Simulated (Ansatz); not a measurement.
**A hypothetical structure for V5Ge**

Starting from a made-up structure for V5Ge, the aim is the relaxed cell, its shortest contacts and, where a second run follows, its electronic structure.

Program: Ansatz 0.2.0. Level of theory: DFT, PBE, plane-wave PAW, files of the set soft_1, scalar-relativistic, ferromagnetic start, cell and ions relaxed at zero pressure; PAW set soft_1, in the first sound run; inputs show where later runs differ. Results are calculated unless marked as measured.

### 1. The starting structure

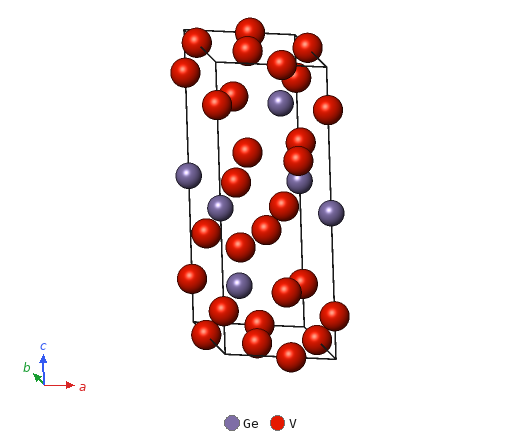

Start, viewed slightly off an axis; germanium purple, vanadium red. This picture shows the conventional cell, with its axes. Some periodic images of atoms are drawn too.

### 2. Relaxing cell and atoms

The guess takes its coordinates from another compound and its volume from a rule, so the cell and any free coordinates are relaxed together.

Input file input.yaml:

```yaml
crystal:
  lattice:
    - [2.3875, 1.378423768, 4.276333333]
    - [-2.3875, 1.378423768, 4.276333333]
    - [0.0, -2.756847535, 4.276333333]
  atoms:
    - { symbol: Ge, position: [0.5, 0.5, 0.5] }
    - { symbol: V, position: [0.403800005, 0.0, 0.596199995], spin: 2.0 }
    - { symbol: V, position: [0.852700004, 0.852700004, 0.852700004], spin: 2.0 }
    - { symbol: V, position: [0.0, 0.596199995, 0.403800005], spin: 2.0 }
    - { symbol: V, position: [0.596199995, 0.403800005, 0.0], spin: 2.0 }
    - { symbol: V, position: [0.147299996, 0.147299996, 0.147299996], spin: 2.0 }
magnetization:
  spin_polarized: true
kpoints:
  mp_grid: { grid: [7, 7, 7] }
scf:
  occupations: { method: fermi_dirac, width: 0.05 }
hamiltonian:
  xc: pbe
  pseudopotentials: { kind: paw, azcp: { folder: soft_1 } }
relax:
  f_tol: 0.015
  max_steps: 70
  cell: {}
output:
  forces: true
  stress: true
```

The run is started by

```
> ansatz run input.yaml --threads 4 --pin off --max-ram 10240MiB --backend cpu --events-out ev --progress --plain --runs-dir out
```

Numbers of over 12 decimals in the logs are rounded to 6 here.

Log:

```text
Engine: ansatz 0.2.0, aarch64-unknown-linux-gnu
Pseudopotentials: kind: paw
Pseudopotential: Ge, paw, valence charge 14, recommended cutoff 420 eV (normal), soft_1/Ge.paw.azcp
Pseudopotential: V, paw, valence charge 13, recommended cutoff 420 eV (normal), soft_1/V.paw.azcp
Functional definition: PBE
  parameter kappa = 0.804
  parameter beta = 0.066725
  exchange = pbe_x(kappa = kappa, mu = beta*pi^2/3)
  correlation = pbe_c(beta = beta)
Crystal: 6 atoms, lattice volume = 84.440 Å³
Basis set: ecut = 420 eV, 1629 PW (Γ), exchange–correlation on 72×72×72 points (8 copies of the dense FFT grid, shifted against one another)
Bands: 54, of which v1, the nominal top of the filled ones, is band 40 counted from 1 (39 counted from 0)
Symmetry: 6 space group operations
Space group: R32 (ITA 155), of the structure as read, at distance tolerance 4.4e-5 Å
Magnetic group: BNS 155.45 (UNI 1275), of the structure as read, at distance tolerance 4.4e-5 Å
k-points: 44 of 343 (time reversal used)
Non-local potential: Ge, projectors of the file, l = 0: 2, l = 1: 2, l = 2: 3, l = 3: 1
Non-local potential: V, projectors of the file, l = 0: 3, l = 1: 2, l = 2: 3, l = 3: 1
PAW form: soft (Blöchl's): semilocal exchange-correlation on the pseudo side does not see the compensation charge
PAW one-centre angular grid: Ge, 590 points (default); XC on 64 Gauss nodes
PAW one-centre angular grid: V, 590 points (default); XC on 64 Gauss nodes
Initial density: superposition of atomic densities (chi_scale 0.1, normalization cell)
Starting moments: Σ|m| = 10 μB on 5 of 6 sites
Initial wavefunctions: pseudopotential atomic-orbital guess
Functional: x = pbe(κ = 0.804, μ = 0.219515), c = pbe(β = 0.066725)
SCF iter   1: F=—  HF=-18854.217887 eV  |F-HF|=—  |Δ(HF+E_count)|=         —  Δρ=7.87e-2 (↑7.87e-2 ↓3.88e-2)  dr2=3.47e0  dr2_m=2.23e0  M=6.106 μB ∫|m|=6.242 μB  β_m=0.30  ethr=3.10e-3  ⟨swp⟩=5.1  Hψ=14338  notcnv=0
Mixer restart at iter 1: flushing history
preconditioner: auto → Kerker (q_TF=auto, 2.698 Å⁻¹)  [metal: Δε(μ)=0.016 eV  Ē_g=10.581 eV  σ=0.050 eV  W_gap=0.08  n_scr=26 (ndim 8)  ℏωp=25.2 eV  f_vac=0.000  D(μ)=5.80/eV (n_scr^D=58)]
spin=Collinear: Kerker preconditioning applied to the charge; magnetization (m = ρ↑ − ρ↓) channel mixes plain (no charge-response kernel on spin).
SCF iter   2: F=—  HF=-18853.863923 eV  |F-HF|=—  |Δ(HF+E_count)|=   3.54e-1  Δρ=5.24e-2 (↑5.24e-2 ↓3.54e-2)  dr2=1.46e0  dr2_m=1.27e0  M=5.791 μB ∫|m|=5.930 μB  β_m=0.62  ethr=3.10e-3  ⟨swp⟩=2.6  Hψ=7621  notcnv=0  defer=331
SCF iter   3: F=—  HF=-18856.037244 eV  |F-HF|=—  |Δ(HF+E_count)|=    2.17e0  Δρ=2.02e-2 (↑1.87e-2 ↓2.02e-2)  dr2=1.55e-1  dr2_m=2.73e-1  M=4.413 μB ∫|m|=4.553 μB  β_m=0.81  ethr=1.84e-3  ⟨swp⟩=2.0  Hψ=6907  notcnv=0  defer=331
SCF iter   4: F=—  HF=-18856.872093 eV  |F-HF|=—  |Δ(HF+E_count)|=         —  Δρ=2.89e-2 (↑2.87e-2 ↓2.89e-2)  dr2=3.23e-2  dr2_m=6.29e-1  M=1.220 μB ∫|m|=1.373 μB  β_m=1.00  ethr=1.96e-4  ⟨swp⟩=2.5  Hψ=8041  notcnv=0  defer=311
Mixer restart at iter 4: flushing history
SCF iter   5: F=—  HF=-18856.898563 eV  |F-HF|=—  |Δ(HF+E_count)|=   2.65e-2  Δρ=1.01e-2 (↑1.01e-2 ↓7.23e-3)  dr2=1.06e-1  dr2_m=4.53e-2  M=0.715 μB ∫|m|=0.782 μB  β_m=0.81  ethr=6.33e-5  ⟨swp⟩=2.5  Hψ=8988  notcnv=0  defer=275
SCF iter   6: F=—  HF=-18856.922532 eV  |F-HF|=—  |Δ(HF+E_count)|=   2.40e-2  Δρ=5.68e-3 (↑5.68e-3 ↓4.96e-3)  dr2=9.92e-3  dr2_m=1.88e-2  M=0.490 μB ∫|m|=0.531 μB  β_m=0.90  ethr=6.33e-5  ⟨swp⟩=2.1  Hψ=8850  notcnv=0  defer=264
SCF iter   7: F=—  HF=-18856.922543 eV  |F-HF|=—  |Δ(HF+E_count)|=   1.05e-5  Δρ=3.20e-3 (↑3.15e-3 ↓3.20e-3)  dr2=5.84e-3  dr2_m=6.89e-3  M=0.326 μB ∫|m|=0.351 μB  β_m=0.95  ethr=1.26e-5  ⟨swp⟩=2.2  Hψ=9201  notcnv=0  defer=190
SCF iter   8: F=—  HF=-18856.921835 eV  |F-HF|=—  |Δ(HF+E_count)|=   7.08e-4  Δρ=2.09e-3 (↑2.09e-3 ↓1.14e-3)  dr2=1.12e-2  dr2_m=7.28e-4  M=0.098 μB ∫|m|=0.107 μB  β_m=0.98  ethr=7.39e-6  ⟨swp⟩=2.0  Hψ=8959  notcnv=0  defer=170
SCF iter   9: F=—  HF=-18856.921807 eV  |F-HF|=—  |Δ(HF+E_count)|=   2.79e-5  Δρ=7.83e-4 (↑5.11e-4 ↓7.83e-4)  dr2=6.15e-4  dr2_m=1.95e-4  M=0.058 μB ∫|m|=0.063 μB  β_m=0.95  ethr=7.39e-6  ⟨swp⟩=2.1  Hψ=7235  notcnv=0  defer=161
SCF iter  10: F=—  HF=-18856.921543 eV  |F-HF|=—  |Δ(HF+E_count)|=   2.64e-4  Δρ=7.33e-4 (↑5.34e-4 ↓7.33e-4)  dr2=1.80e-3  dr2_m=2.86e-5  M=0.023 μB ∫|m|=0.025 μB  β_m=0.98  ethr=7.78e-7  ⟨swp⟩=2.0  Hψ=9096  notcnv=0  defer=165
SCF iter  11: F=—  HF=-18856.921784 eV  |F-HF|=—  |Δ(HF+E_count)|=   2.41e-4  Δρ=5.44e-4 (↑3.91e-4 ↓5.44e-4)  dr2=1.16e-3  dr2_m=1.10e-5  M=0.016 μB ∫|m|=0.018 μB  β_m=0.99  ethr=7.78e-7  ⟨swp⟩=2.0  Hψ=5806  notcnv=0  defer=160
SCF iter  12: F=—  HF=-18856.921795 eV  |F-HF|=—  |Δ(HF+E_count)|=   1.09e-5  Δρ=1.11e-4 (↑8.94e-5 ↓1.11e-4)  dr2=3.89e-5  dr2_m=8.90e-7  M=0.003 μB ∫|m|=0.004 μB  β_m=0.97  ethr=7.78e-7  ⟨swp⟩=2.0  Hψ=5878  notcnv=0  defer=145
SCF iter  13: F=—  HF=-18856.921793 eV  |F-HF|=—  |Δ(HF+E_count)|=   1.31e-6  Δρ=3.45e-5 (↑3.45e-5 ↓2.24e-5)  dr2=2.65e-6  dr2_m=1.22e-7  M=0.001 μB ∫|m|=0.002 μB  β_m=0.98  ethr=4.92e-8  ⟨swp⟩=2.0  Hψ=5950  notcnv=0  defer=144
SCF iter  14: F=—  HF=-18856.921793 eV  |F-HF|=—  |Δ(HF+E_count)|=   3.32e-7  Δρ=9.56e-6 (↑9.56e-6 ↓5.70e-6)  dr2=1.04e-7  dr2_m=2.32e-8  M=0.000 μB ∫|m|=0.001 μB  β_m=0.90  ethr=3.35e-9  ⟨swp⟩=2.0  Hψ=6503  notcnv=0  defer=144
SCF iter  15: F=—  HF=-18856.921793 eV  |F-HF|=—  |Δ(HF+E_count)|=   3.73e-8  Δρ=2.84e-6 (↑2.32e-6 ↓2.84e-6)  dr2=1.39e-8  dr2_m=1.75e-9  M=-0.000 μB ∫|m|=0.000 μB  β_m=0.86  ethr=1.32e-10  ⟨swp⟩=2.0  Hψ=8128  notcnv=0  defer=144
SCF iter  16: F=—  HF=-18856.921793 eV  |F-HF|=—  |Δ(HF+E_count)|=  3.42e-10  Δρ=1.35e-6 (↑1.35e-6 ↓8.27e-7)  dr2=1.25e-9  dr2_m=5.95e-10  M=-0.000 μB ∫|m|=0.000 μB  β_m=0.77  ethr=1.76e-11  ⟨swp⟩=2.0  Hψ=6540  notcnv=0  defer=144
SCF iter  17: F=-18856.921793 eV  HF=-18856.921793 eV  |F-HF|=2.26e-9  |Δ(HF+E_count)|=   1.26e-9  Δρ=8.43e-7 (↑4.86e-7 ↓8.43e-7)  dr2=2.28e-9  dr2_m=7.52e-11  M=-0.000 μB ∫|m|=0.000 μB  ethr=1.58e-12  ⟨swp⟩=1.0  Hψ=13141  notcnv=0
WARN: the starting moments were not kept: the SCF closed with an absolute magnetisation of 7.4e-5 μB, where they sum to 10 μB in size (5 sites). That is at most 0.1 of that sum. Measured as dr2_m measures the in/out step, that magnetisation stands 8.2e-10 eV from none, at or under the dr2_threshold of 1.0e-7 eV: it is no larger than a step whose dr2_m would equal this threshold. The system may hold no moment; this SC [...]
SCF 1 converged in 17 iterations: F = -18856.921793 eV  dr2 = 2.28e-9
[...]
relax step   6: F+E_penalty+E_count = -18857.35997555 eV  Δ(F+E_penalty+E_count) = -5.829e-2 eV  max|allowed force component| = 2.522e-1 eV/Å  Δτ_max = 0.1500 Å  P = -1.143 GPa  Ω = 83.950 Å³  energy of the carried Pulay correction = +4.704e-4 eV  (10 SCF iters, dr2 threshold 6.00e-7 eV, accepted)
relax step   7: F+E_penalty+E_count = -18857.34390356 eV  Δ(F+E_penalty+E_count) = +1.607e-2 eV  max|allowed force component| = 2.227e-1 eV/Å  Δτ_max = 0.1914 Å  P = -0.253 GPa  Ω = 83.769 Å³  energy of the carried Pulay correction = +6.445e-4 eV  (11 SCF iters, dr2 threshold 6.00e-7 eV, rejected (line search))
relax step   8: F+E_penalty+E_count = -18857.39148819 eV  Δ(F+E_penalty+E_count) = -3.151e-2 eV  max|allowed force component| = 1.243e-1 eV/Å  Δτ_max = 0.0756 Å  P = -0.135 GPa  Ω = 83.446 Å³  energy of the carried Pulay correction = +9.572e-4 eV  (14 SCF iters, accepted)
relax step   9: F+E_penalty+E_count = -18857.39446096 eV  Δ(F+E_penalty+E_count) = -2.973e-3 eV  max|allowed force component| = 1.217e-2 eV/Å  Δτ_max = 0.0168 Å  P = +0.115 GPa  Ω = 83.316 Å³  energy of the carried Pulay correction = +1.083e-3 eV  (9 SCF iters, dr2 threshold 6.00e-7 eV, accepted)
relax step  10: F+E_penalty+E_count = -18857.39446777 eV  Δ(F+E_penalty+E_count) = -6.815e-6 eV  max|allowed force component| = 2.436e-4 eV/Å  Δτ_max = 0.0018 Å  P = +0.009 GPa  Ω = 83.365 Å³  energy of the carried Pulay correction = +1.036e-3 eV  (6 SCF iters, dr2 threshold 9.44e-8 eV, accepted)
relax step  11: F+E_penalty+E_count = -18857.39321261 eV  Δ(F+E_penalty+E_count) = +1.255e-3 eV  max|allowed force component| = 4.453e-4 eV/Å  Δτ_max = 0.0000 Å  P = +0.047 GPa  Ω = 83.365 Å³  stress off target by 5.08e-2 GPa  SCF on the basis re-selected at this cell (its energy is not comparable with the rows above)  (10 SCF iters)
relax step  12: F+E_penalty+E_count = -18857.39318776 eV  Δ(F+E_penalty+E_count) = +2.485e-5 eV  max|allowed force component| = 1.933e-5 eV/Å  Δτ_max = 0.0001 Å  P = +0.001 GPa  Ω = 83.388 Å³  energy of the carried Pulay correction = -2.857e-5 eV  (9 SCF iters, dr2 threshold 6.44e-9 eV, accepted)
iter 1 solved again at ethr=4.45e-8 eV; its pass at ethr=3.10e-3 eV (dr2=3.52e-5 eV) is discarded
SCF iter   1: F=—  HF=-18857.393200 eV  |F-HF|=—  |Δ(HF+E_count)|=         —  Δρ=3.58e-7 (↑3.58e-7 ↓3.51e-7)  dr2=1.34e-10  dr2_m=2.28e-13  M=-0.000 μB ∫|m|=0.000 μB  β_m=0.65  ethr=4.45e-8  ⟨swp⟩=3.0  Hψ=25770  notcnv=0
eigensolver tolerance schedule: the retry pair's looser diagonalisation over-reported the residual by 261719.02 of it (diagonalisation noise at an unbounded share of the residual, at the tolerance the schedule requests for it); recorded, not acted on — ethr = c·dr2/N_el stays at c = 1.0e-1
preconditioner: auto → Kerker (q_TF=auto, 2.186 Å⁻¹)  [metal: Δε(μ)=0.016 eV  Ē_g=9.978 eV  σ=0.050 eV  W_gap=0.08  n_scr=14 (ndim 8)  ℏωp=25.4 eV  f_vac=0.000  D(μ)=6.08/eV (n_scr^D=64)]
spin=Collinear: Kerker preconditioning applied to the charge; magnetization (m = ρ↑ − ρ↓) channel mixes plain (no charge-response kernel on spin).
SCF iter   2: F=—  HF=-18857.393210 eV  |F-HF|=—  |Δ(HF+E_count)|=   1.01e-5  Δρ=1.65e-7 (↑1.65e-7 ↓1.57e-7)  dr2=3.70e-11  dr2_m=1.13e-13  M=-0.000 μB ∫|m|=0.000 μB  β_m=0.56  ethr=1.00e-12  ⟨swp⟩=2.6  Hψ=8472  notcnv=0
SCF iter   3: F=—  HF=-18857.393210 eV  |F-HF|=—  |Δ(HF+E_count)|=  6.55e-11  Δρ=7.61e-8 (↑7.61e-8 ↓7.30e-8)  dr2=8.65e-12  dr2_m=4.57e-14  M=-0.000 μB ∫|m|=0.000 μB  β_m=0.71  ethr=1.00e-12  ⟨swp⟩=1.0  Hψ=4752  notcnv=0
SCF iter   4: F=-18857.393210 eV  HF=-18857.393210 eV  |F-HF|=1.09e-11  |Δ(HF+E_count)|=  6.55e-11  Δρ=5.56e-8 (↑5.30e-8 ↓5.56e-8)  dr2=1.50e-11  dr2_m=4.04e-15  M=-0.000 μB ∫|m|=0.000 μB  ethr=1.00e-12  ⟨swp⟩=2.0  Hψ=11553  notcnv=0
the starting moments were not kept: the SCF closed with an absolute magnetisation of 2.2e-7 μB, where they sum to 10 μB in size (5 sites). That is at most 0.1 of that sum. Measured as dr2_m measures the in/out step, that magnetisation stands 6.6e-15 eV from none, at or under the dr2_threshold of 6.0e-11 eV: it is no larger than a step whose dr2_m would equal this threshold.
SCF 13 converged in 4 iterations: F = -18857.393210 eV  dr2 = 1.50e-11
relax step  13: F+E_penalty+E_count = -18857.39321028 eV  Δ(F+E_penalty+E_count) = -2.252e-5 eV  max|allowed force component| = 1.200e-5 eV/Å  Δτ_max = 0.0000 Å  P = +0.001 GPa  Ω = 83.388 Å³  stress off target by 1.67e-3 GPa  SCF on the basis re-selected at this cell (its energy is not comparable with the rows above)  (4 SCF iters)
basis re-selected at this cell: Δ(F+E_penalty+E_count) = -2.252e-5 eV, ΔP = +0.000 GPa vs the last step (what re-selecting the basis moved, of the pressure what is left beyond the Pulay correction that the steps carried, after the strain that the cell walked since its last selection, with what the two solves' SCF thresholds leave and, on support functions, any second-order correction that the steps lacked; it is no m [...]
SCF converged after 4 iterations
Magnetization: -0.0000 μB (39.5000 up, 39.5000 down)
Absolute magnetization: 0.0000 μB (∫|ρ↑−ρ↓|, with the PAW one-centre terms)
Spin contamination: 0.0000 ħ² per cell (⟨S²⟩ above its minimum at these occupations)
Per-site moments (μB) at R_I (Å): [(1.2014164263150954e-9, 1.038954), (-4.562068660921726e-8, 0.985891), (-9.961070182853942e-9, 1.158496), (-4.562068698620646e-8, 0.985891), (-4.56206868050894e-8, 0.985891), (-9.961070030164623e-9, 1.158496)]
Free energy (F): -18857.393210 eV
Harris-Foulkes:  -18857.393210 eV  (|F-HF|=1.09e-11)
Internal energy: -18857.342414 eV  (E = F + TS)
E sigma→0 (E₀):  -18857.367812 eV
Entropy (-TS):   -0.050797 eV (-8.466 meV/atom)
Fermi energy:    16.056060 eV
--- Per-component energies (eV) ---
  E_band       = -809.853236
  E_kinetic    = 1575.239961
  E_local      = -6891.376032  (includes V_loc(G=0)·N_el)
  E_nonlocal   = 630.018961
  E_hartree    = 3014.979141
  E_xc         = -648.366118
  E_vxc        = -794.977157  (∫ρ·V_xc dr)
  E_paw        = -7644.243547  (= ΣΔE_a)
  E_vpaw       = -1358.722629  (= ΣTr[D̂ρ^β])
  E_aug_tail   = 0.005218  (compensation charges beyond the density's cutoff)
  E_ewald      = -8893.599997
  E_smearing   = -0.050797  (= −TS)
  E_closure    = -0.000000  (closes the sum)
  Σ components = -18857.393210   (vs F -18857.393210, Δ=0.00e0)
--- Forces (eV/Å), atoms counted from 1 ---
  atom   1  Ge    -0.00000000     0.00000000     0.00000000
  atom   2  V     -0.00000600    -0.00001039     0.00000000
  atom   3  V      0.00000000     0.00000000     0.00001083
  atom   4  V     -0.00000600     0.00001039    -0.00000000
  atom   5  V      0.00001200    -0.00000000     0.00000000
  atom   6  V     -0.00000000    -0.00000000    -0.00001083
  max |Σ_I F_I| component: 5.79e-19 eV/Å
--- Stress (GPa, compression-positive) ---
        0.001665      -0.000000       0.000000
       -0.000000       0.001665      -0.000000
        0.000000      -0.000000       0.000277
  P = ⅓ Tr σ = 0.0012 GPa (0.012 kbar)
--- Relaxed structure (11 steps of the walk, 9 accepted, 2 SCFs on fresh bases) ---
  F+E_penalty+E_count = -18857.39321028 eV   max|allowed force component| = 1.200e-5 eV/Å   (the final SCF, on the basis selected at the relaxed cell)
  cell:  # Å, volume = 83.3881 Å³
    - [2.390039, 1.379889, 4.214091]
    - [-2.390039, 1.379889, 4.214091]
    - [0, -2.759779, 4.214091]
  atoms:
    - { symbol: Ge, position: [0.500000, 0.500000, 0.500000] }
    - { symbol: V, position: [0.500001, 5.551115123125783e-17, 0.499999] }
    - { symbol: V, position: [0.874522, 0.874522, 0.874522] }
    - { symbol: V, position: [-1.1102230246251565e-16, 0.499999, 0.500001] }
    - { symbol: V, position: [0.499999, 0.500001, -5.551115123125783e-17] }
    - { symbol: V, position: [0.125478, 0.125478, 0.125478] }
```

Elapsed: 3.5 min, on 4 threads of Arm Neoverse V1, shared host; peak memory 0.62 GiB.

Step by step:

```csv
step,energy less that of the first step (eV),largest force component (eV/Å),pressure (GPa),volume (Å³)
1,0.0000,1.0031,-2.25,84.44
2,-0.2526,0.4581,-0.93,83.50
3,-0.2232,1.1153,0.97,83.38
4,-0.3409,0.1502,-1.40,83.97
5,-0.3799,0.0943,-0.55,83.73
6,-0.4382,0.2522,-1.14,83.95
7,-0.4221,0.2227,-0.25,83.77
8,-0.4697,0.1243,-0.14,83.45
9,-0.4727,0.0122,0.11,83.32
10,-0.4727,0.0002,0.01,83.36
11*,-0.4714,0.0004,0.05,83.36
12,-0.4714,0.0000,0.00,83.39
13*,-0.4714,0.0000,0.00,83.39
```

Relaxation steps marked * repeat the geometry before them on a plane-wave basis chosen anew for their cell, so energy and pressure can jump there. Relaxation steps 3, 7 were tried and not accepted.

Forces are held to the 6 operations that the run works with; a distortion that breaks them can't arise in this run.

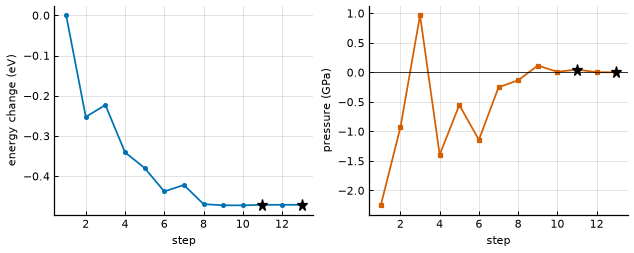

Energy and pressure along the relaxation. Stars mark steps on a basis chosen anew.

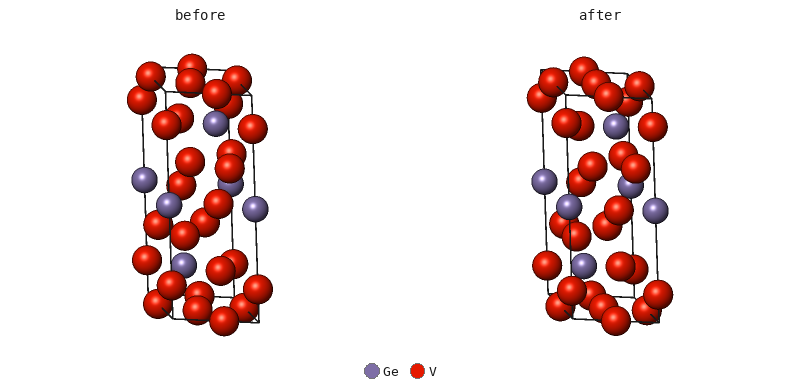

The structure before and after the relaxation, drawn at the same scale.

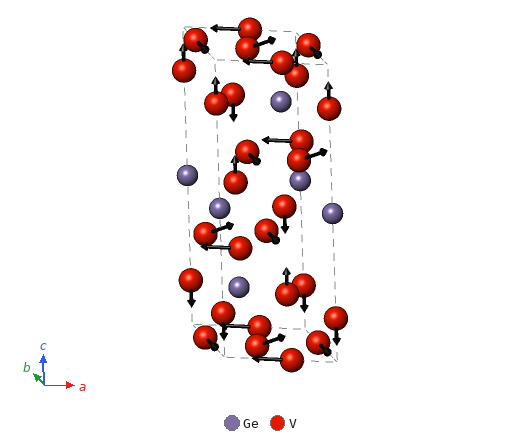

Displacements in the relaxation, exaggerated, measured against the changing cell; the longest in the cell stands for 0.46 Å. Some periodic images of atoms are drawn too.

```csv
cell as run,before,after,change
a (Å),5.088,5.037,-1.0 %
b (Å),5.088,5.037,-1.0 %
c (Å),5.088,5.037,-1.0 %
α (°),55.97,56.65,+1.2 %
β (°),55.97,56.65,+1.2 %
γ (°),55.97,56.65,+1.2 %
volume (Å³/atom),14.07,13.90,-1.2 %
```

The atoms that moved most (Å, as changes of fractional coordinates times the final cell):

```csv
atom,dx,dy,dz,length
V2,0.230,0.398,0.000,0.460
V5,-0.460,0.000,0.000,0.460
V4,0.230,-0.398,0.000,0.460
V3,0.000,0.000,0.276,0.276
V6,0.000,0.000,-0.276,0.276
```

The relaxed structure:

```xyz
6
Lattice="2.3900 1.3799 4.2141 -2.3900 1.3799 4.2141 0.0000 -2.7598 4.2141" Properties=species:S:1:pos:R:3 pbc="T T T"
Ge    0.0000    0.0000    6.3211
V     1.1950   -0.6899    4.2141
V     0.0000    0.0000   11.0559
V    -1.1950   -0.6899    4.2141
V     0.0000    1.3799    4.2141
V     0.0000    0.0000    1.5863
```

Numbers from this step:

```
free energy             : -18857.3932 eV
energy at zero smearing : -18857.3678 eV
smearing term TS        : 0.05080 eV
Fermi energy            : 16.06 eV
electrons               : 79
symmetry operations     : 6
pressure                : 0.001202 GPa
```

The shortest distance of each pair, which need not be the same contact before and after:

```csv
pair,guess (Å),relaxed (Å)
V–V,2.517,2.390
Ge–V,2.585,2.519
Ge–Ge,4.775,4.780
```

The relaxation ends with a largest force component of 1.2e-5 eV/Å and a pressure of 0.00 GPa. No moment survives the cycle: this start ends non-magnetic.

(Part 1 of 2 ends here.)

[Logs are printed without paths, hosts, clocks, repeated set-up lines and the standing remarks that a program may print on its own settings, such as how far it seeks lower states.]

[Hosts, paths, dates, database ids (printed as entryN), source tags and the programs' standing remarks are cut or masked in the printed files.]
